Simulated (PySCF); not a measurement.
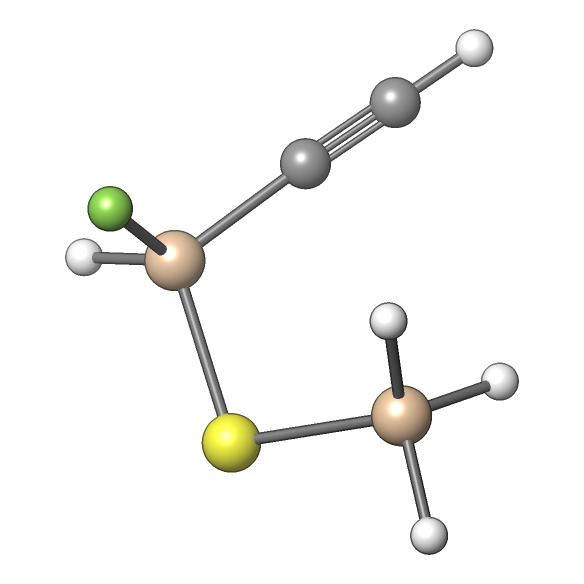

A ball-and-stick model of a molecule. Colours: carbon grey, silicon light orange, fluorine green, sulfur yellow, hydrogen white.

Computed geometry: PBE0-D3(BJ)/def2-SVP optimisation. No frequency run is at hand to confirm it as a minimum.

Describe the molecule.

It has 11 atoms: 2 carbon, 5 hydrogen, 1 fluorine, 1 sulfur and 2 silicon (C₂H₅FSSi₂). SMILES: `C#C[Si@H](F)S[SiH3]`. It has no ring. Among its groups: alkyne, Si–H bond. The point group is C1. Coordination: 2 C linear; 2 Si tetrahedral; 1 S bent.

The parts below concern this one geometry. Atoms keep their numbers from picture to picture.

Geometry

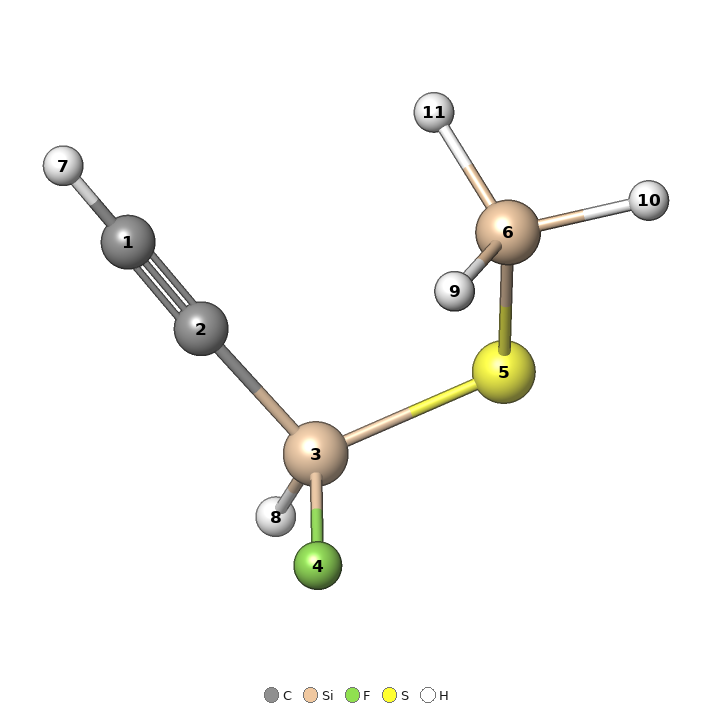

No frequency run is at hand to confirm it as a minimum.

Which atoms are bonded, and how long are the bonds?

| bond | length (Å) | order |
| --- | --- | --- |
| C1–C2 | 1.217 | triple |
| C1–H7 | 1.076 | single |
| C2–Si3 | 1.823 | single |
| Si3–F4 | 1.620 | single |
| Si3–S5 | 2.122 | single |
| Si3–H8 | 1.479 | single |
| S5–Si6 | 2.165 | single |
| Si6–H9 | 1.490 | single |
| Si6–H10 | 1.490 | single |
| Si6–H11 | 1.490 | single |

Levels of theory compared

No frequency run is at hand to confirm it as a minimum. Program: PySCF 2.14.0.

Tabulate dipole (D), HOMO energy (eV), HOMO–LUMO gap (eV) at these levels: PBE0/6-311+G(2d,p); PBE0/6-31G*; PBE0/IGLO-III; PBE0/aug-cc-pVDZ; PBE0/cc-pVDZ; PBE0/cc-pVTZ; PBE0/def2-SVP; PBE0/def2-TZVP; PBE0/pcSseg-0; PBE0/pcSseg-2.

```json
{"level": "PBE0/6-311+G(2d,p)", "dipole (D)": "2.36", "HOMO energy (eV)": "−7.84", "HOMO–LUMO gap (eV)": "6.80"}
{"level": "PBE0/6-31G*", "dipole (D)": "2.69", "HOMO energy (eV)": "−7.71", "HOMO–LUMO gap (eV)": "7.12"}
{"level": "PBE0/IGLO-III", "dipole (D)": "2.24", "HOMO energy (eV)": "−7.80", "HOMO–LUMO gap (eV)": "6.85"}
{"level": "PBE0/aug-cc-pVDZ", "dipole (D)": "2.34", "HOMO energy (eV)": "−7.82", "HOMO–LUMO gap (eV)": "6.83"}
{"level": "PBE0/cc-pVDZ", "dipole (D)": "2.37", "HOMO energy (eV)": "−7.74", "HOMO–LUMO gap (eV)": "7.06"}
{"level": "PBE0/cc-pVTZ", "dipole (D)": "2.27", "HOMO energy (eV)": "−7.84", "HOMO–LUMO gap (eV)": "6.96"}
{"level": "PBE0/def2-SVP", "dipole (D)": "2.44", "HOMO energy (eV)": "−7.78", "HOMO–LUMO gap (eV)": "7.05"}
{"level": "PBE0/def2-TZVP", "dipole (D)": "2.28", "HOMO energy (eV)": "−7.85", "HOMO–LUMO gap (eV)": "6.91"}
{"level": "PBE0/pcSseg-0", "dipole (D)": "3.39", "HOMO energy (eV)": "−8.04", "HOMO–LUMO gap (eV)": "7.17"}
{"level": "PBE0/pcSseg-2", "dipole (D)": "2.47", "HOMO energy (eV)": "−7.88", "HOMO–LUMO gap (eV)": "6.89"}
```

Quadrupole coupling

No frequency run is at hand to confirm it as a minimum. Electric field gradients from the ground-state density, PBE0/pcSseg-2 (PySCF 2.14.0), non-relativistic apart from any core potentials.

Give the largest field-gradient component, the quadrupole coupling constant and the asymmetry for 33S at S5 (Q = −67.81 mb), 2H at H7 (Q = 2.86 mb), 2H at H8 (Q = 2.86 mb), 2H at H9 (Q = 2.86 mb), 2H at H10 (Q = 2.86 mb).

```tsv
atom	V_zz (a.u.)	e²qQ/h (MHz)	η
S5	−1.492	23.8	0.67
H7	0.306	0.206	0.00
H8	0.137	0.092	0.01
H9	0.134	0.090	0.03
H10	0.135	0.091	0.02
```

NMR shielding

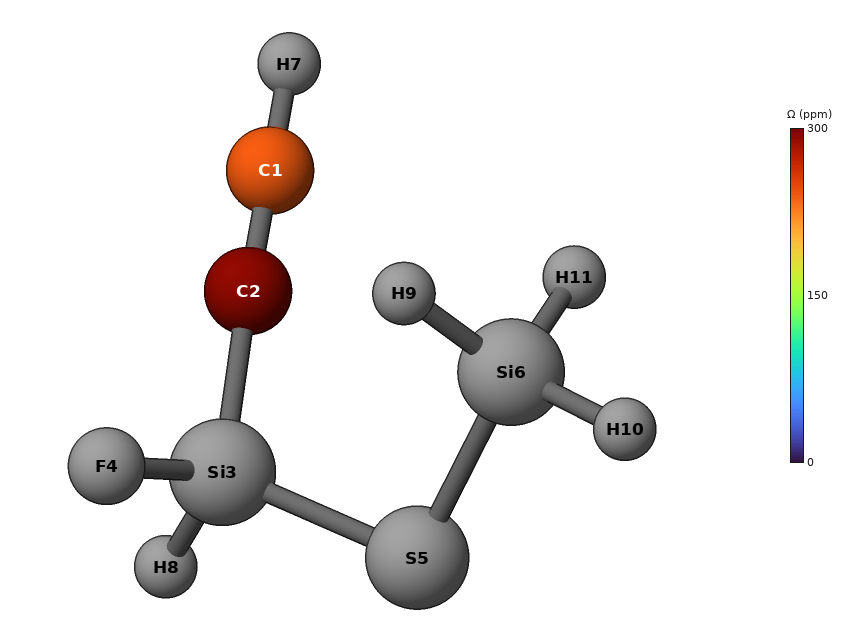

The C atoms are coloured by the span of their shielding tensor. No frequency run is at hand to confirm it as a minimum. Level of theory: GIAO PBE0/pcSseg-2 NMR shielding, non-relativistic, gas phase (PySCF 2.14.0). Principal shieldings σ11 ≤ σ22 ≤ σ33, span Ω = σ33 − σ11, skew κ = 3(σiso − σ22)/Ω.

Which C atom has the most anisotropic shielding?

C2, with a span of 293 ppm.

Give the shielding tensors of the C atoms.

| atom | σ11 | σ22 | σ33 | σiso | Ω | κ |
| --- | --- | --- | --- | --- | --- | --- |
| C1 | −8.4 | 1.4 | 231.0 | 74.7 | 239.4 | 0.92 |
| C2 | −3.6 | 6.1 | 289.2 | 97.2 | 292.9 | 0.93 |

Shieldings and span in ppm.

Charges

The questions are on ESP-fitted charges. No frequency run is at hand to confirm it as a minimum. Level of theory: PBE0/def2-TZVP, gas phase (PySCF 2.14.0).

Which atom carries the highest charge (most positive or least negative)?

Si3 (0.42 e).

And the lowest?

C1 (−0.30 e).

List the ESP-fitted charges.

```
atom  value (e)
  C1      −0.30
  C2      −0.11
 Si3       0.42
  F4      −0.22
  S5      −0.21
 Si6       0.17
  H7       0.30
  H8      −0.01
  H9      −0.01
 H10       0.00
 H11      −0.03
```
